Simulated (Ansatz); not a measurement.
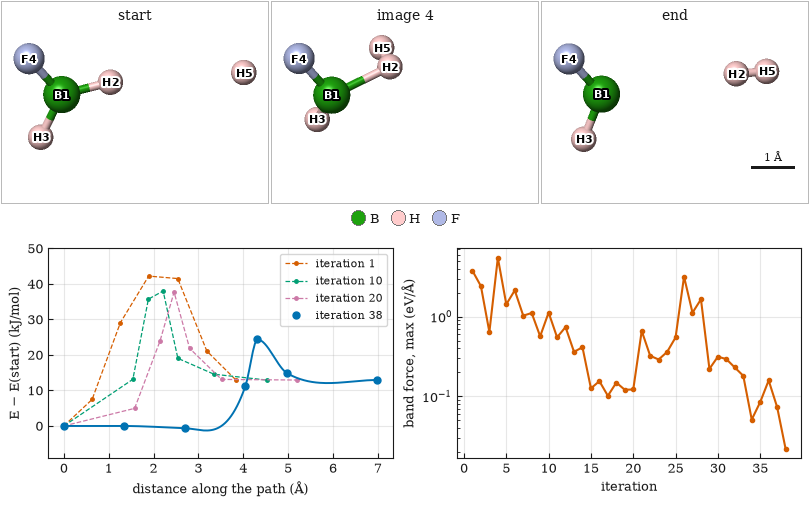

A nudged-elastic-band calculation for BH$_{3}$F (multiplicity 2), made up at the start of BH2F and H. Images are numbered from 0 (start) to 6 (end). The plot follows the band through its iterations. Style: ball-and-stick. Shown at a tilt.

The calculation used UKS PBE0/def2-mTZVP in Ansatz. Run with 5 movable images; climbing image; force threshold 0.05 eV/Å; iteration limit 60; starting path through a guess of the saddle point.

Question: Judge this run.

Answer: The run is converged, with reservations. The band converged in 38 iterations. The largest component of the band force went from 3.8 to 0.022 eV/Å. The climbing image converged on the top of the path. Its curvatures weren't checked. The first iteration put the highest image at 42.2 kJ/mol. Forward barrier 24.4 kJ/mol, backward barrier 11.4 kJ/mol, with image 4 at the top; the reaction energy is +12.9 kJ/mol. Image 2 lies below both ends, at −0.6 kJ/mol, which points to an intermediate minimum that so few images don't resolve.

Limits of the set-up: the start holds two separate molecules, 3.2 Å apart at their closest, whose relative position is a soft coordinate and is computed without a dispersion correction.

The run took 2.7 min on 1 thread of AMD EPYC 7R43 64-Core Processor (Zen 3), on a shared host, peak memory 0.12 GiB.
